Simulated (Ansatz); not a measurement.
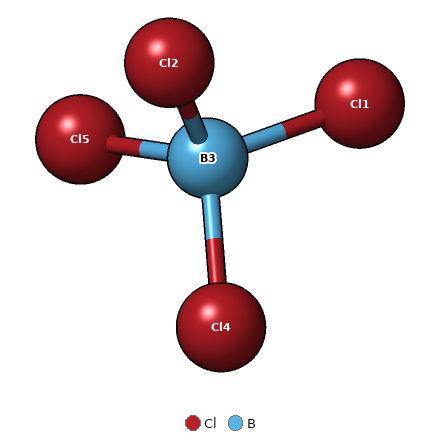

The system is BCl4, charge −1; the picture shows the reference structure. Coordinates scanned: (1) separation of B3 and Cl1 along their line in the relaxed pair; (2) sideways slip of Cl1. Nothing is relaxed (both partners rigid). The scan uses a 15 × 15 grid. Points are written as (first, second). All energies are given in kcal/mol relative to the ion and the molecule far apart, frozen as in the relaxed pair, each in its own basis (no counterpoise correction). These are results of RKS PBE-D4/def2-SVPD in Ansatz 0.2.0, not measurements.

Its coordinates:

```xyz
5

Cl    0.7399   -0.4819   -1.6598
Cl    1.0082   -0.7756    1.3844
B     0.0000    0.0000    0.0000
Cl   -1.7743   -0.6140    0.0972
Cl    0.0262    1.8714    0.1783
```

Range: separation of B3 and Cl1 along their line in the relaxed pair from 1.579 to 4.179 Å; sideways slip of Cl1 from −1.500 to 1.500 Å.

Q: What landscape does the calculation give?

A: The lowest grid point is at (1.880 Å, 0.000 Å), −83 kcal/mol from the ion and the molecule far apart, frozen as in the relaxed pair, each in its own basis (no counterpoise correction). No other kind of well shows on this grid. The highest grid point, (1.579 Å, −1.500 Å), lies 78 kcal/mol above the lowest. Round the minimum the two coordinates are nearly uncoupled.

```
second ↓, first →  1.579  1.644  1.750  1.880  2.029  2.194  2.373  2.564  2.767  2.980  3.203  3.434  3.675  3.923  4.179
            1.500    −26    −30    −35    −39    −40    −39    −37    −34    −31    −28    −24    −22    −19    −17    −16
            1.286    −35    −40    −44    −47    −47    −46    −43    −39    −34    −30    −27    −23    −20    −18    −16
            1.071    −45    −50    −54    −56    −56    −53    −48    −43    −38    −33    −29    −25    −22    −19    −17
            0.857    −53    −58    −63    −65    −63    −59    −54    −47    −41    −36    −30    −26    −23    −20    −18
            0.643    −58    −65    −71    −73    −71    −65    −59    −51    −44    −38    −32    −27    −23    −20    −18
            0.429    −60    −69    −76    −79    −76    −70    −62    −54    −46    −39    −33    −28    −24    −21    −18
            0.214    −60    −70    −79    −82    −80    −73    −65    −56    −48    −40    −34    −29    −24    −21    −18
            0.000    −60    −70    −80    −83    −81    −74    −66    −57    −48    −41    −34    −29    −25    −21    −19
           −0.214    −60    −70    −79    −82    −80    −73    −65    −56    −48    −40    −34    −29    −24    −21    −18
           −0.429    −59    −68    −76    −78    −76    −70    −62    −54    −46    −39    −33    −28    −24    −21    −18
           −0.643    −56    −63    −69    −72    −70    −65    −58    −51    −44    −38    −32    −27    −23    −20    −18
           −0.857    −47    −53    −60    −62    −62    −58    −53    −47    −41    −35    −30    −26    −23    −20    −18
           −1.071    −34    −41    −48    −52    −53    −51    −47    −43    −38    −33    −28    −25    −22    −19    −17
           −1.286    −20    −27    −35    −41    −43    −43    −41    −38    −34    −30    −26    −23    −20    −18    −16
           −1.500     −5    −13    −23    −30    −34    −36    −35    −33    −30    −27    −24    −22    −19    −17    −16
```

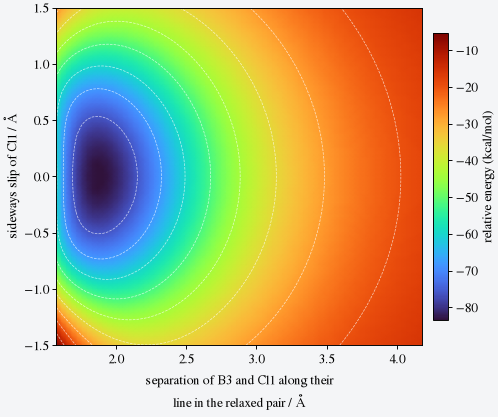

The picture shows a smooth colour map with a few white contour lines. Between grid points the surface is interpolated.

The whole map (225 points run) took 36 min on 1 thread of Arm Neoverse N1, with other jobs on the host.
